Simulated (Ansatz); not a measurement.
**Nudged elastic band, with input and output: C2H5FSZn (part 2 of 2)**

Continued. System: C2H5FSZn, SMILES [CH3][Zn][CH](F)S. Method: RKS revPBE-D4/def2-SVP (Ansatz 0.2.0). It belongs to a series of runs on one base structure; here: band between the two ends.

Geometry of the input (Å):
```
C  -0.4503  0.3407  2.1221
Zn -0.1224  -0.2718  0.2954
C  0.2784  -0.8066  -1.5785
F  -0.8200  -1.1665  -2.3682
S  1.2473  0.5653  -2.3340
H  0.4222  0.1300  2.7757
H  -0.6382  1.4347  2.1499
H  -1.3347  -0.1681  2.5597
H  1.0109  -1.6475  -1.6171
H  0.4066  1.5898  -2.0049
```

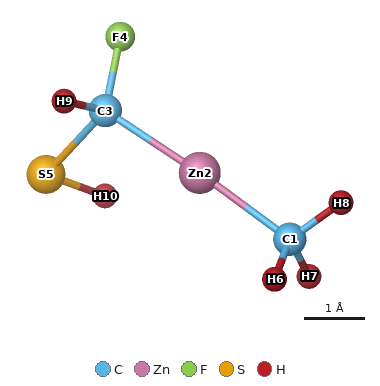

*The structure as given in the input (ball-and-stick view, seen at a tilt; atoms are numbered from 1 in the order of the input). Sticks mark near contacts.*

```
Total energy: -64106.56137222 eV, -2355.8726774410 hartree
Atom 0 at    -0.432488     0.311474     2.129361 Å, force     0.004966    -0.015094    -0.033958 eV/Å
Atom 1 at    -0.210613    -0.246578     0.268557 Å, force    -0.005232     0.005244    -0.006119 eV/Å
Atom 2 at     0.115761    -0.749361    -1.629626 Å, force     0.001387     0.044559     0.043099 eV/Å
Atom 3 at    -0.992800    -0.744648    -2.481978 Å, force     0.005490    -0.001019    -0.004628 eV/Å
Atom 4 at     1.457388     0.363128    -2.234977 Å, force     0.004077    -0.040842    -0.022556 eV/Å
Atom 5 at     0.420504     0.938056     2.464507 Å, force    -0.002734    -0.002964     0.004562 eV/Å
Atom 6 at    -1.363974     0.901180     2.260442 Å, force    -0.000031    -0.002593     0.006429 eV/Å
Atom 7 at    -0.491726    -0.573915     2.796700 Å, force    -0.002847     0.012097     0.015975 eV/Å
Atom 8 at     0.598692    -1.752352    -1.706786 Å, force     0.013226     0.007763    -0.018389 eV/Å
Atom 9 at     0.899247     1.553027    -1.866202 Å, force    -0.018302    -0.007150     0.015584 eV/Å
Dipole moment:    -0.006233     0.015126     0.406197 e Å
this run last wrote the band of iteration 12 to [file]
```

### The last band as extended XYZ (Å, eV, eV/Å)
```
10
Properties=species:S:1:pos:R:3:forces:R:3 image=0 energy=-64106.56147
C    -0.4503    0.3407    2.1221   -0.0048  -0.0012  -0.0020
Zn   -0.1224   -0.2718    0.2954    0.0026  -0.0016  -0.0002
C     0.2784   -0.8066   -1.5785   -0.0063  -0.0043   0.0019
F    -0.8200   -1.1665   -2.3682    0.0007   0.0012   0.0026
S     1.2473    0.5653   -2.3340   -0.0009   0.0125  -0.0010
H     0.4222    0.1300    2.7757    0.0006  -0.0007  -0.0013
H    -0.6382    1.4347    2.1499    0.0003   0.0003   0.0001
H    -1.3347   -0.1681    2.5597    0.0019   0.0017   0.0007
H     1.0109   -1.6475   -1.6171    0.0010  -0.0009   0.0008
H     0.4066    1.5898   -2.0049    0.0049  -0.0069  -0.0017
10
Properties=species:S:1:pos:R:3:forces:R:3 image=1 energy=-64106.56144
C    -0.4537    0.3397    2.1206   -0.0001   0.0000  -0.0002
Zn   -0.1396   -0.2708    0.2910    0.0006   0.0005   0.0003
C     0.2514   -0.8032   -1.5854   -0.0010   0.0019   0.0013
F    -0.8564   -1.0926   -2.3903   -0.0010  -0.0004  -0.0011
S     1.3004    0.5256   -2.3122    0.0019  -0.0017  -0.0012
H     0.4803    0.3001    2.7198   -0.0001  -0.0001  -0.0001
H    -0.8211    1.3875    2.1344   -0.0001  -0.0002   0.0001
H    -1.2117   -0.2932    2.6280   -0.0001   0.0000   0.0003
H     0.9383   -1.6817   -1.6286    0.0010   0.0012  -0.0005
H     0.5120    1.5887   -1.9773   -0.0011  -0.0013   0.0012
10
Properties=species:S:1:pos:R:3:forces:R:3 image=2 energy=-64106.56147
C    -0.4536    0.3351    2.1217    0.0001   0.0006  -0.0005
Zn   -0.1553   -0.2661    0.2864    0.0021  -0.0013   0.0010
C     0.2232   -0.7943   -1.5938   -0.0075   0.0048   0.0022
F    -0.8925   -1.0141   -2.4100   -0.0006  -0.0012  -0.0019
S     1.3463    0.4859   -2.2962    0.0075  -0.0032  -0.0035
H     0.5087    0.4713    2.6589   -0.0002   0.0000  -0.0006
H    -0.9929    1.3055    2.1403   -0.0004   0.0004   0.0008
H    -1.0604   -0.4014    2.6891   -0.0001  -0.0001   0.0000
H     0.8624   -1.7077   -1.6437    0.0029   0.0027  -0.0007
H     0.6141    1.5858   -1.9527   -0.0038  -0.0027   0.0032
10
Properties=species:S:1:pos:R:3:forces:R:3 image=3 energy=-64106.56156
C    -0.4496    0.3278    2.1236   -0.0011   0.0035   0.0029
Zn   -0.1710   -0.2609    0.2813    0.0025  -0.0028   0.0011
C     0.1915   -0.7813   -1.6041   -0.0138   0.0022  -0.0034
F    -0.9297   -0.9284   -2.4296    0.0048   0.0000   0.0021
S     1.3867    0.4455   -2.2815    0.0077   0.0002  -0.0031
H     0.5074    0.6373    2.5940   -0.0012  -0.0004  -0.0012
H    -1.1437    1.1938    2.1638    0.0010  -0.0013   0.0005
H    -0.8864   -0.4854    2.7405    0.0006   0.0002  -0.0015
H     0.7802   -1.7274   -1.6640    0.0026   0.0031   0.0002
H     0.7145    1.5789   -1.9241   -0.0030  -0.0048   0.0021
10
Properties=species:S:1:pos:R:3:forces:R:3 image=4 energy=-64106.56165
C    -0.4407    0.3190    2.1243   -0.0006   0.0017   0.0008
Zn   -0.1936   -0.2586    0.2740    0.0023  -0.0016   0.0000
C     0.1532   -0.7671   -1.6177    0.0045   0.0056   0.0042
F    -0.9615   -0.8381   -2.4601   -0.0083  -0.0003  -0.0013
S     1.4219    0.4080   -2.2548    0.0035  -0.0042  -0.0016
H     0.4814    0.7933    2.5213   -0.0002   0.0003  -0.0005
H    -1.2653    1.0584    2.2041   -0.0012   0.0005   0.0002
H    -0.6920   -0.5406    2.7804   -0.0008  -0.0021  -0.0002
H     0.6921   -1.7417   -1.6885    0.0027   0.0018  -0.0016
H     0.8045    1.5675   -1.8829   -0.0019  -0.0017   0.0002
10
Properties=species:S:1:pos:R:3:forces:R:3 image=5 energy=-64106.56132
C    -0.4325    0.3115    2.1294    0.0050  -0.0151  -0.0340
Zn   -0.2106   -0.2466    0.2686   -0.0052   0.0052  -0.0061
C     0.1158   -0.7494   -1.6296    0.0014   0.0446   0.0431
F    -0.9928   -0.7446   -2.4820    0.0055  -0.0010  -0.0046
S     1.4574    0.3631   -2.2350    0.0041  -0.0408  -0.0226
H     0.4205    0.9381    2.4645   -0.0027  -0.0030   0.0046
H    -1.3640    0.9012    2.2604    0.0000  -0.0026   0.0064
H    -0.4917   -0.5739    2.7967   -0.0028   0.0121   0.0160
H     0.5987   -1.7524   -1.7068    0.0132   0.0078  -0.0184
H     0.8992    1.5530   -1.8662   -0.0183  -0.0072   0.0156
10
Properties=species:S:1:pos:R:3:forces:R:3 image=6 energy=-64106.56159
C    -0.4445    0.3171    2.1266    0.0121  -0.0077  -0.0097
Zn   -0.2024   -0.2462    0.2713   -0.0147   0.0062  -0.0168
C     0.1226   -0.7480   -1.6266    0.0269  -0.0235   0.0034
F    -0.9918   -0.7337   -2.4728   -0.0058   0.0093   0.0012
S     1.4718    0.3428   -2.2463   -0.0186   0.0083   0.0099
H     0.3251    1.0606    2.4235   -0.0057  -0.0080   0.0057
H    -1.4429    0.7798    2.2748    0.0019  -0.0031   0.0032
H    -0.3657   -0.5515    2.8141   -0.0015   0.0143   0.0083
H     0.5948   -1.7555   -1.7090   -0.0051  -0.0112   0.0031
H     0.9330    1.5345   -1.8556    0.0105   0.0154  -0.0085
10
Properties=species:S:1:pos:R:3:forces:R:3 image=7 energy=-64106.56172
C    -0.4508    0.3199    2.1252    0.0015  -0.0031  -0.0132
Zn   -0.2091   -0.2450    0.2697   -0.0038   0.0018  -0.0014
C     0.1242   -0.7499   -1.6257    0.0066  -0.0056   0.0053
F    -0.9858   -0.7259   -2.4777   -0.0034   0.0009  -0.0010
S     1.4838    0.3318   -2.2380   -0.0031   0.0050   0.0009
H     0.2207    1.1675    2.3766    0.0002   0.0003   0.0031
H    -1.4962    0.6455    2.3089    0.0005   0.0002   0.0023
H    -0.2260   -0.5123    2.8250   -0.0001   0.0006   0.0045
H     0.5888   -1.7614   -1.7055   -0.0021  -0.0033   0.0009
H     0.9504    1.5297   -1.8584    0.0036   0.0032  -0.0014
10
Properties=species:S:1:pos:R:3:forces:R:3 image=8 energy=-64106.56165
C    -0.4574    0.3280    2.1218    0.0003  -0.0018  -0.0066
Zn   -0.2129   -0.2434    0.2689   -0.0030   0.0018  -0.0030
C     0.1264   -0.7552   -1.6235    0.0087  -0.0100  -0.0014
F    -0.9792   -0.7298   -2.4814    0.0026   0.0018   0.0043
S     1.4936    0.3193   -2.2322   -0.0113   0.0078   0.0059
H     0.0982    1.2668    2.3283    0.0008   0.0007   0.0013
H    -1.5297    0.5095    2.3450   -0.0002   0.0000   0.0004
H    -0.0899   -0.4467    2.8272    0.0004  -0.0005   0.0033
H     0.5879   -1.7684   -1.6979   -0.0057  -0.0043   0.0006
H     0.9630    1.5198   -1.8563    0.0075   0.0045  -0.0051
10
Properties=species:S:1:pos:R:3:forces:R:3 image=9 energy=-64106.56159
C    -0.4656    0.3379    2.1189   -0.0002  -0.0001  -0.0019
Zn   -0.2151   -0.2405    0.2691   -0.0015  -0.0007  -0.0003
C     0.1298   -0.7620   -1.6195   -0.0007   0.0047   0.0032
F    -0.9727   -0.7321   -2.4811   -0.0022  -0.0011  -0.0008
S     1.5054    0.3020   -2.2275    0.0049  -0.0027  -0.0029
H    -0.0380    1.3491    2.2841    0.0004   0.0002   0.0007
H    -1.5434    0.3758    2.3827    0.0005   0.0000  -0.0004
H     0.0326   -0.3606    2.8239    0.0002   0.0000   0.0008
H     0.5840   -1.7790   -1.6882    0.0019   0.0021  -0.0009
H     0.9830    1.5093   -1.8623   -0.0032  -0.0025   0.0025
10
Properties=species:S:1:pos:R:3:forces:R:3 image=10 energy=-64106.56150
C    -0.4760    0.3501    2.1151   -0.0007  -0.0004  -0.0042
Zn   -0.2186   -0.2348    0.2682   -0.0011   0.0006   0.0072
C     0.1327   -0.7682   -1.6154    0.0099   0.0000   0.0161
F    -0.9649   -0.7314   -2.4822   -0.0105  -0.0002  -0.0156
S     1.5233    0.2775   -2.2213    0.0017  -0.0073  -0.0050
H    -0.1826    1.4132    2.2439    0.0010   0.0012   0.0003
H    -1.5385    0.2501    2.4209   -0.0001   0.0001   0.0001
H     0.1377   -0.2579    2.8127    0.0009  -0.0002   0.0023
H     0.5760   -1.7907   -1.6751    0.0024   0.0058  -0.0046
H     1.0109    1.4921   -1.8667   -0.0032   0.0005   0.0035
```

### Summary

| quantity | value |
| --- | --- |
| outcome | converged |
| barrier, forward | 0.000 eV |
| barrier, backward | 0.000 eV |
| wall time | 4.1 min (CPU time 8.1 min) |
| peak memory | 0.17 GiB |

The order of the saddle point was not checked.
